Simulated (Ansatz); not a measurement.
CH6BF2N: several calculations on one system

### Relaxation

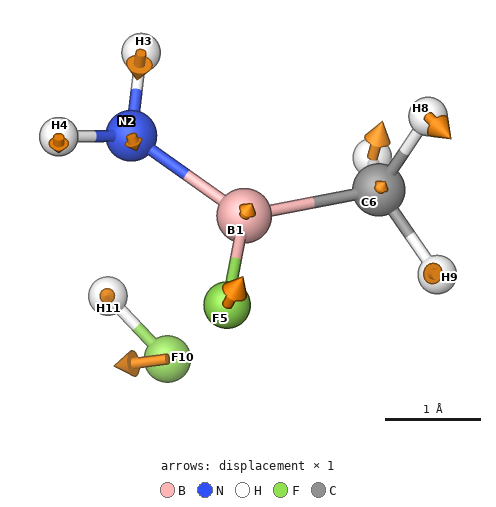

This is a relaxation of CH$_{6}$BF$_{2}$N. The starting structure is drawn; orange arrows show the displacements, at their true length. The two geometries are superimposed by the best rigid fit.

Style: ball-and-stick. Shown at a tilt.

The run prepares an end point of a later path (reaction) calculation, from a guessed geometry.

The calculation used RHF/6-31G* in Ansatz. (no spin polarisation; force threshold 0.03 eV/Å; at most 50 steps)

Question: Which element moves most?

Answer: Fluorine: up to 0.65 Å, against 0.47 Å for hydrogen.

Question: Describe the change and its energy.

Answer: The largest move after the best rigid fit is that of an F atom, 0.65 Å. By element the largest moves are F 0.65 Å, H 0.47 Å, B 0.20 Å, N 0.20 Å, C 0.14 Å. Among the contacts that change: B–N 1.485 → 1.418 Å, C–H 1.084 → 1.088 Å. Groups turn about B–C by about 35°. Over 17 accepted moves (19 points after the start) the energy falls by 0.203 eV. Largest force component: 2 eV/Å at the start, 0.029 eV/Å at the end. The line search rejected the trial steps at points 4, 15 of the run. The forces were under the threshold at step 12, but the run went on from there.

Limits of the set-up: the start holds two separate molecules, 2.3 Å apart at their closest, whose relative position is a soft coordinate and is computed without a dispersion correction; Hartree-Fock leaves out electron correlation.

### Relaxation

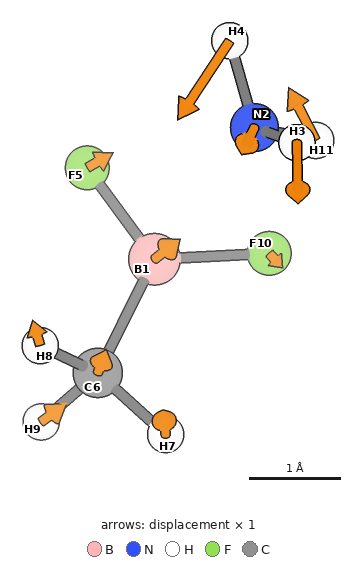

This is a relaxation of CH₆BF₂N. The starting structure is drawn; orange arrows show the displacements, at their true length. The two geometries are superimposed by the best rigid fit.

Style: ball-and-stick. Shown from a free direction.

The run prepares an end point of a later path (reaction) calculation, from a guessed geometry.

Computed with Ansatz 0.2.0, RHF/6-31G*. Set-up: no spin polarisation; force threshold 0.03 eV/Å; at most 50 steps.

**Which element moves most?**

Hydrogen: up to 1.08 Å, against 0.57 Å for nitrogen.

**Describe the change and its energy.**

H4 moves most after the best rigid fit: 1.08 Å. Largest moves by element: H 1.08 Å, N 0.57 Å, B 0.47 Å, C 0.37 Å, F 0.35 Å. Some distances before and after: B1–N2 2.746 → 1.729 Å, B1–F10 1.323 → 1.371 Å, B1–C6 1.568 → 1.600 Å, N2–H11 1.025 → 1.006 Å. New bonds form, among them: B1–N2 (2.75 → 1.73 Å). Among the angles between lasting bonds that change: C6–B1–F10 122.9° → 115.9°, F5–B1–C6 121.5° → 115.9°, F5–B1–F10 115.3° → 112.5°. After 17 accepted moves (20 points after the start) the energy has fallen by 0.362 eV. The largest force component goes from 1 to 0.012 eV/Å. The line search rejected the trial steps at points 2, 9, 14 of the run. The forces were under the threshold at step 17, but the run went on from there. The run took 27 s on 2 threads of Intel(R) Xeon(R) Platinum 8223CL CPU @ 3.00GHz (Skylake/Cascade Lake) (shared host), peak memory 0.18 GiB.

Limits of the set-up: Hartree-Fock leaves out electron correlation.

### Path

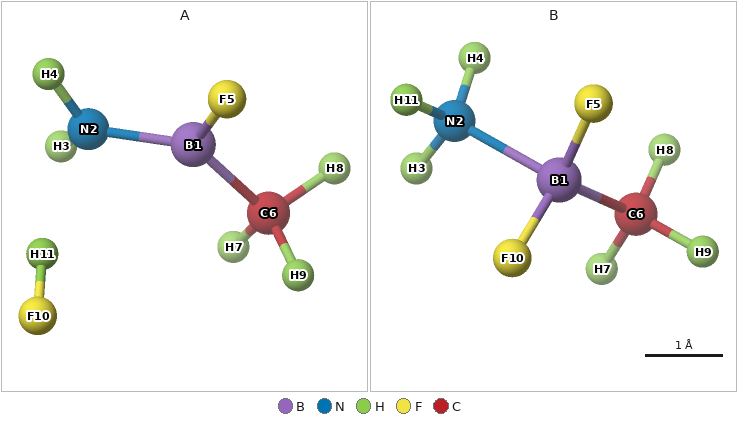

The two relaxed end points of a path for CH₆BF₂N. Style: ball-and-stick. Shown at a tilt.

Theory: RHF/6-31G* (Ansatz).

Settings: 9 movable images; climbing image; force threshold 0.05 eV/Å; iteration limit 60.

Start:
```xyz
11

B    -0.1457    0.3828    0.2276
N    -0.0530    0.0136    1.5934
H    -0.8691   -0.1976    2.1256
H     0.7039    0.3497    2.1517
F     0.9437    0.9240   -0.3114
C    -1.4224    0.1551   -0.6648
H    -2.2546   -0.2941   -0.1313
H    -1.7608    1.0994   -1.0871
H    -1.1769   -0.4902   -1.5057
F     0.7213   -2.6550    0.7937
H     0.5327   -1.8439    1.1864
```

End:
```xyz
11

B     0.0267   -0.5446   -0.0143
N     0.0412   -0.2352    1.6863
H    -0.7238   -0.6842    2.1580
H     0.0111    0.7481    1.8902
F     1.1758    0.0943   -0.4047
C    -1.3371    0.0392   -0.6149
H    -2.2218   -0.4314   -0.1884
H    -1.4332    1.1151   -0.4761
H    -1.3720   -0.1423   -1.6867
F     0.1534   -1.9100   -0.0312
H     0.8987   -0.6053    2.0598
```

### Predict the minimum-energy path and its barrier.

Forward barrier 21.9 kcal/mol, backward barrier 45.9 kcal/mol, with image 5 at the top; the reaction energy is −24.0 kcal/mol. Breaking: F10–H11 (0.92 → 1.12 at the top → 2.57 Å). Forming: B1–F10 (3.21 → 1.79 at the top → 1.37 Å), N2–H11 (1.99 → 1.30 at the top → 1.01 Å). The band is converged.

Energies of the converged images:

```json
{"image": "0", "path (Å)": "0.00", "E (kcal/mol)": "0.0"}
{"image": "1", "path (Å)": "0.38", "E (kcal/mol)": "0.1"}
{"image": "2", "path (Å)": "0.75", "E (kcal/mol)": "0.6"}
{"image": "3", "path (Å)": "1.13", "E (kcal/mol)": "2.7"}
{"image": "4", "path (Å)": "1.50", "E (kcal/mol)": "10.5"}
{"image": "5", "path (Å)": "1.88", "E (kcal/mol)": "21.9"}
{"image": "6", "path (Å)": "2.41", "E (kcal/mol)": "-11.1"}
{"image": "7", "path (Å)": "2.94", "E (kcal/mol)": "-22.7"}
{"image": "8", "path (Å)": "3.47", "E (kcal/mol)": "-23.1"}
{"image": "9", "path (Å)": "4.00", "E (kcal/mol)": "-23.7"}
{"image": "10", "path (Å)": "4.53", "E (kcal/mol)": "-24.0"}
```

The geometry at the top of the path:

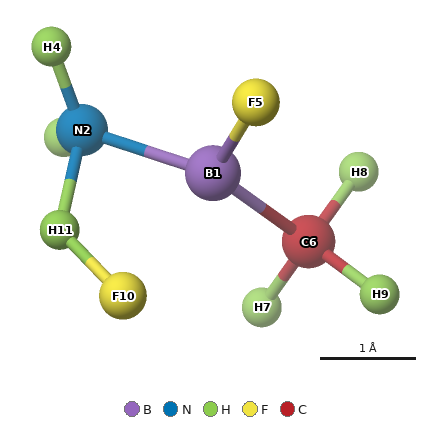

Limits of the set-up: Hartree-Fock leaves out electron correlation.

Cost: 2.3 min on 2 threads of Intel(R) Xeon(R) Platinum 8223CL CPU @ 3.00GHz (Skylake/Cascade Lake), with other jobs on the host, peak memory 0.19 GiB.
